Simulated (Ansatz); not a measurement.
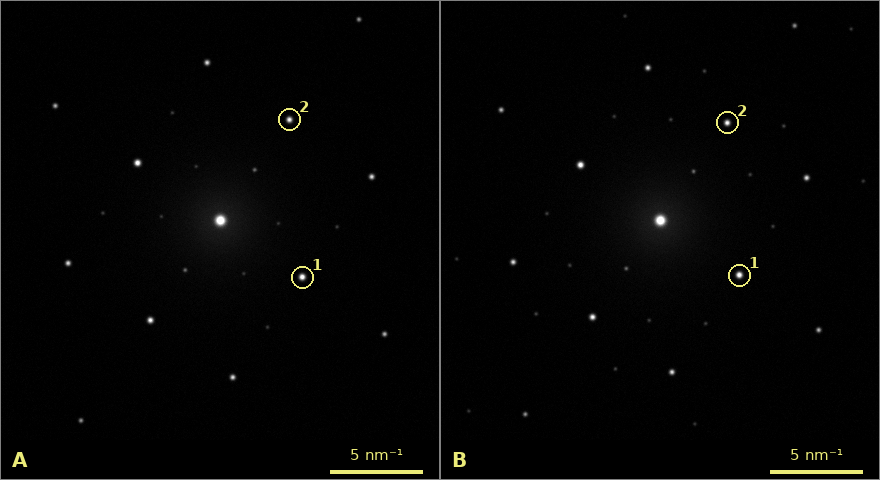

Kinematic electron diffraction patterns (200 kV, B = 0.5 Å², same scale) along [001] of the run's own cell, for the start and the end of one relaxation of VCuSe2 with DFT PBE, scalar-relativistic, plane waves, PAW in Ansatz 0.2.0. k mesh 12×12×12. The start is a generated model structure, and the relaxation ends in the nearest stationary point of its symmetry, not necessarily the ground state. Spot 1 is -1 1 0 and spot 2 is -2 -2 0 in both.

Start structure:

```yaml
crystal:
  lattice:
    - [1.88500, 1.08831, 6.20567]
    - [-1.88500, 1.08831, 6.20567]
    - [0.00000, -2.17661, 6.20567]
  atoms:
    - { symbol: Cu, position: [0.00000, 0.00000, 0.00000] }
    - { symbol: V, position: [0.50000, 0.50000, 0.50000] }
    - { symbol: Se, position: [0.24305, 0.24305, 0.24305] }
    - { symbol: Se, position: [0.75695, 0.75695, 0.75695] }
```

**Which pattern belongs to the start structure, and which to the relaxed one?**

B is the start: its cell gives d(1) = 1.885 Å, d(2) = 1.540 Å and an angle of 90.0°. A is the relaxed structure, with d(1) = 1.818 Å (-3.6 %), d(2) = 1.492 Å (-3.1 %) and 90.0°.

**Summarise the relaxation behind the change.**

The volume changed by -6.3 % to 17.89 Å³ an atom; with the mean shift removed, the atoms moved by up to 0.10 Å relative to the cell (Se most); the space group stayed R-3m (No. 166); the free energy fell by 34 meV an atom. Relaxed cell: a = 6.596 Å, b = 6.596 Å, c = 6.596 Å, α = 31.99°, β = 31.99°, γ = 31.99°.
